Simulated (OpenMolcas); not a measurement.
# Ag⁵⁺ among point charges: CASSCF and CASPT2 levels and susceptibility

Aim: the splitting of the states of Ag⁵⁺ in the field of 6 point charges, its lowest levels with spin-orbit coupling and its magnetic susceptibility.

Program: OpenMolcas 26.06. Level of theory: state-averaged CASSCF and CASPT2, spin-orbit coupling by RASSI with atomic mean-field integrals. These are calculated values, not measurements, unless marked.

## (1) The system

| Property | Result |
| --- | --- |
| Species | Ag⁵⁺ (silver, Z = 47, 42 electrons) |
| Basis | ANO-RCC-VDZP [6s5p3d1f], 43 functions |
| Scalar Hamiltonian | DKH2, point nucleus |
| Inactive shells | 1s 2s 2p 3s 3p 3d 4s 4p |
| Active space | 6 electrons in 5 orbitals (4d) |
| Some configurations of this space | 4d⁶ |
| Orbitals | optimised for each spin and parity, averaged over all roots |

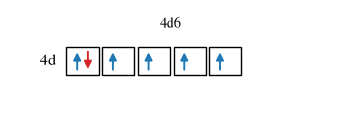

The shells outside the core, filled by Hund's rule for the drawing.

The ion sits among 6 point charges of -1 e arranged as a tetragonal octahedron (D4h), 2.07 Å from the ion, with the axial distance 1.780 Å.

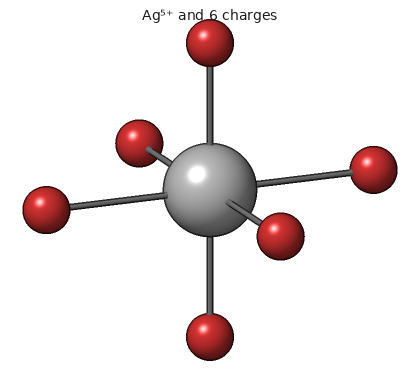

The ion and the point charges (red).

Each step is its own input file, run in one work folder so that later steps find the files of earlier ones. Labels, J, g values, rates, χT and fits are worked out afterwards by a script from the matrices that RASSI stores. The input lists half of the charges; inversion (Group=XYZ) makes the rest.

## (2) One- and two-electron integrals

Contents of a.inp:

```
&GATEWAY
Coord
1

Ag 0.0 0.0 0.0
Basis=ANO-RCC-VDZP
Group=XYZ
NoMove
AngMom=0.0 0.0 0.0
AMFI
XField
3 Angstrom 0
2.070000 0.000000 0.000000 -1.000000
0.000000 2.070000 0.000000 -1.000000
0.000000 0.000000 1.780200 -1.000000
&SEWARD
```

Started as:

```console
OMP_NUM_THREADS=1 MOLCAS_MEM=1689 MOLCAS_PROJECT=a pymolcas a.inp > a.log
```

## (3) Reference wave functions, quintets of even parity, 5 roots

Contents of a.inp:

```
&RASSCF
FileOrb=start.orb
Symmetry=1
Spin=5
nActEl=6 0 0
Inactive=9 9
Ras2=5 0
CIRoot=5 5 1
SDav=5
CIMx=300
Iter=120 100
PrWF=0.3
OrbListing=Nothing
MaxOrb=0
>>> COPY $Project.JobIph JOB001
```

start.orb holds the contracted functions of the basis, ordered by shell, or the orbitals of the step before.

## (4) CASSCF: triplets of even parity, 45 roots

Contents of a.inp:

```
&RASSCF
FileOrb=start.orb
Symmetry=1
Spin=3
nActEl=6 0 0
Inactive=9 9
Ras2=5 0
CIRoot=45 45 1
SDav=45
CIMx=300
Iter=120 100
PrWF=0.3
OrbListing=Nothing
MaxOrb=0
>>> COPY $Project.JobIph JOB002
```

## (5) Reference wave functions, singlets of even parity, 50 roots

Contents of a.inp:

```
&RASSCF
FileOrb=start.orb
Symmetry=1
Spin=1
nActEl=6 0 0
Inactive=9 9
Ras2=5 0
CIRoot=50 50 1
SDav=50
CIMx=300
Iter=120 100
PrWF=0.3
OrbListing=Nothing
MaxOrb=0
>>> COPY $Project.JobIph JOB003
```

## (6) State interaction with spin-orbit coupling

Contents of a.inp:

```
&RASSI
NrOfJobIphs=3 5 45 50
1 2 3 4 5
1 2 3 4 5 6 7 8 9 10 11 12 13 14 15 16 17 18 19 20 21 22 23 24 25 26 27
28 29 30 31 32 33 34 35 36 37 38 39 40 41 42 43 44 45
1 2 3 4 5 6 7 8 9 10 11 12 13 14 15 16 17 18 19 20 21 22 23 24 25 26 27
28 29 30 31 32 33 34 35 36 37 38 39 40 41 42 43 44 45 46 47 48 49 50
IphNames
JOB001
JOB002
JOB003
EJob
SpinOrbit
DIPRint=1.0
SOCoupling=1000.0
Subsets=2
Property=9
'ANGMOM' 1 'ANGMOM' 2 'ANGMOM' 3 'MLTPL  1' 1 'MLTPL  1' 2 'MLTPL  1' 3
'AMFI' 1 'AMFI' 2 'AMFI' 3
SOProperty=3
'ANGMOM' 1 'ANGMOM' 2 'ANGMOM' 3
```

## (7) CASPT2: IPEA 0.25, imaginary shift 0.1 (closed shells correlated: 4s 4p)

Contents of a.inp:

```
>>> COPY JOB001 $Project.JobIph
&CASPT2
Multistate=5 1 2 3 4 5
NoMult
Frozen=8 6
IPEA=0.25
Imaginary=0.1
MaxIter=60
WThr=0.0 0.3 0.05
PrWF=0.5
NoMix
>>> COPY JOB002 $Project.JobIph
&CASPT2
Multistate=45 1 2 3 4 5 6 7 8 9 10 11 12 13 14 15 16 17 18 19 20 21 22
23 24 25 26 27 28 29 30 31 32 33 34 35 36 37 38 39 40 41 42 43 44 45
NoMult
Frozen=8 6
IPEA=0.25
Imaginary=0.1
MaxIter=60
WThr=0.0 0.3 0.05
PrWF=0.5
NoMix
>>> COPY JOB003 $Project.JobIph
&CASPT2
Multistate=50 1 2 3 4 5 6 7 8 9 10 11 12 13 14 15 16 17 18 19 20 21 22
23 24 25 26 27 28 29 30 31 32 33 34 35 36 37 38 39 40 41 42 43 44 45 46
47 48 49 50
NoMult
Frozen=8 6
IPEA=0.25
Imaginary=0.1
MaxIter=60
WThr=0.0 0.3 0.05
PrWF=0.5
NoMix
```

(Steps that only read results are left out.)

Before running it: what results should come out? Wanted: spin-free ground state; first state of the same spin within the active space; lowest level; next level.

The runs gave:

| quantity | value |
| --- | --- |
| method | SS-CASPT2, IPEA 0.25, imaginary shift 0.1 (closed shells correlated: 4s 4p) |
| spin-free ground state | 5B2, 1-fold in its orbital part |
| first state of the same spin within the active space | 5B1 at 2200 cm⁻¹ |
| lowest level | 1-fold A1 |
| next level | 11.5 cm⁻¹ |
| χT at 300 K | 4.94 cm³ K/mol |
| effective moment at 300 K | 6.29 μB |

Cost by method:

```csv
method,time of its own steps,time with the reference
A. CASSCF,20 s,20 s
"B. SS-CASPT2, IPEA 0.25, imaginary shift 0.1, +4s 4p",5.2 s,26 s
```

Times are of one thread on a shared host.

What this shows: The spin-free ground state (5B2) comes to 100 % from free-ion D terms and keeps the highest spin of the shell. χT at 300 K is 4.94, against 3.01 cm³ K/mol for the spin alone, so orbital moment adds to it. An active space of the d shell alone favours high spin; real ions in strong fields can be low spin. The field of point charges can differ much from that of real complexes. With metal d orbitals alone active, the gaps between spin states are rough; where two lie within a few thousand cm-1, their order is open. This is an electrostatic model: the charges have no orbitals.
